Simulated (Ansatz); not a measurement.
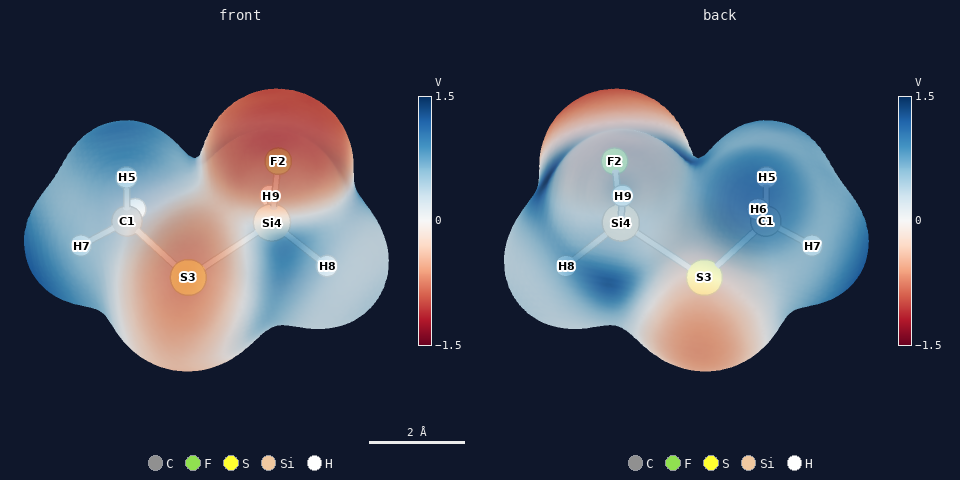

Figure 1: CH5FSSi (SMILES CS[SiH2]F). The molecular electrostatic potential painted on the density surface at 0.002 e/bohr³, seen from the front and from behind; the colour scale runs from red (negative) to blue (positive).

Geometry: BLYP-D3(BJ)/def2-SVP.

These are results of isolated molecule in a Gaussian basis; Kohn-Sham density functional theory, functional PBE0 (Ansatz), not measurements.

```xyz
9

C    -0.6200   -1.2042    2.2817
F     0.4542   -0.3579   -1.0974
S     0.1556   -2.5049    1.1985
Si   -0.3766   -1.7283   -0.7262
H    -0.1346   -0.2237    2.1246
H    -1.7067   -1.1267    2.0895
H    -0.4568   -1.5283    3.3255
H    -0.0197   -2.7898   -1.7137
H    -1.8245   -1.3518   -0.7617
```

Q: Where is the surface potential most negative and most positive?

A: The most negative region (about −1.0 V) lies over F2, the most positive (about +1.3 V) over Si4.
